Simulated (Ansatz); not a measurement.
## Electronic structure of FH₅O₃Si₂ in real space

```yaml
atoms:
  - { symbol: Si, position_ang: [-0.1546, -0.2668, 0.1424] }
  - { symbol: F, position_ang: [-0.0969, 0.5566, 1.5290] }
  - { symbol: O, position_ang: [1.2329, -1.1096, 0.0320] }
  - { symbol: Si, position_ang: [2.5299, -1.3306, -0.9920] }
  - { symbol: H, position_ang: [2.0578, -1.8026, -2.3264] }
  - { symbol: H, position_ang: [3.2846, -0.0549, -1.1542] }
  - { symbol: H, position_ang: [3.4100, -2.3629, -0.3786] }
  - { symbol: O, position_ang: [-0.2363, 0.7367, -1.1450] }
  - { symbol: H, position_ang: [-1.0881, 1.1307, -1.3516] }
  - { symbol: O, position_ang: [-1.4983, -1.2040, 0.1742] }
  - { symbol: H, position_ang: [-1.6832, -1.6911, 0.9821] }
```

Level of theory: RKS PBE0-D4/def2-SVP in Ansatz 0.2.0.

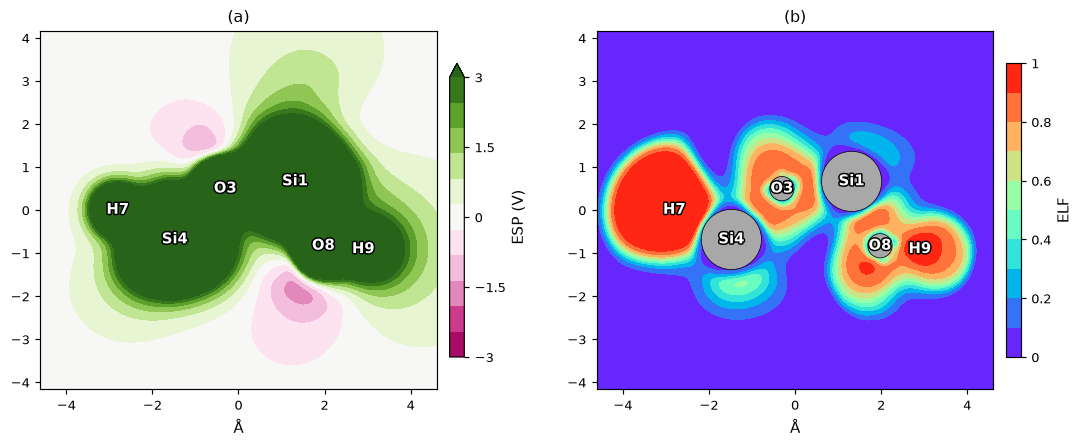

Figure 1. (a) molecular electrostatic potential; (b) ELF on the plane of atoms O3, Si1 and O8. Grey discs cover the atomic cores in the ELF map.

Question: What do the fields say about this system?

Answer: The plane passes through Si, O and H nuclei. Si–O (1.63 Å): the ELF peaks at about 0.85 between the atoms, as expected for a polar covalent bond. O–H (0.96 Å): the ELF climbs to about 1 towards the hydrogen, as it does in any bond to H: a covalent bond by its length. Si–H (1.49 Å): the ELF climbs to about 1 towards the hydrogen. The ELF also peaks beside O8 and O3, away from the bonds: lone-pair regions. Outside the dense part of the molecule the potential is most negative (−1.6 V) near O8.

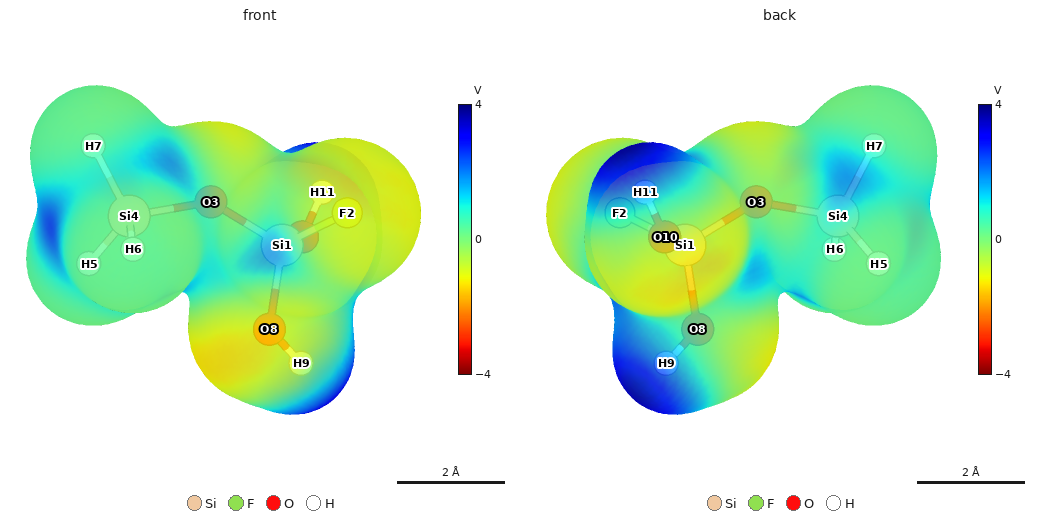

Figure 2. The molecular electrostatic potential painted on the density surface at 0.004 e/bohr³, seen from the front and from behind; red is negative and blue positive.

Question: Where is the surface potential most negative and most positive?

Answer: The most negative region (about −1.4 V) lies over O8 and O10, the most positive (about +3.7 V) over H9 and H11.

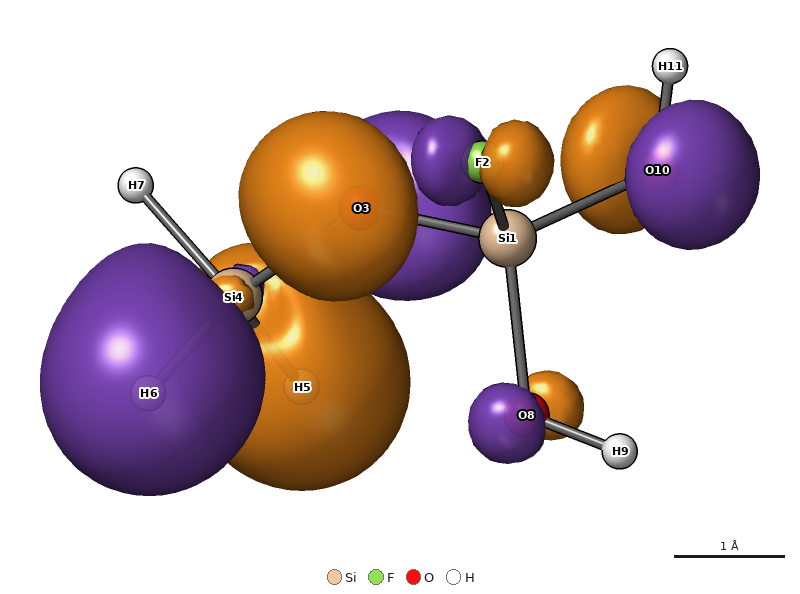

Figure 3. The HOMO at ±0.1 Å⁻³ᐟ² (orange and purple are the two phases), seen at a tilt.

Question: Where does this orbital lie, and at what energy?

Answer: It lies mainly on O3 (about 30 %), Si4 (about 20 %), H5 (about 15 %), H6 (about 15 %) and O10 (about 10 %). Its energy is −8.90 eV.
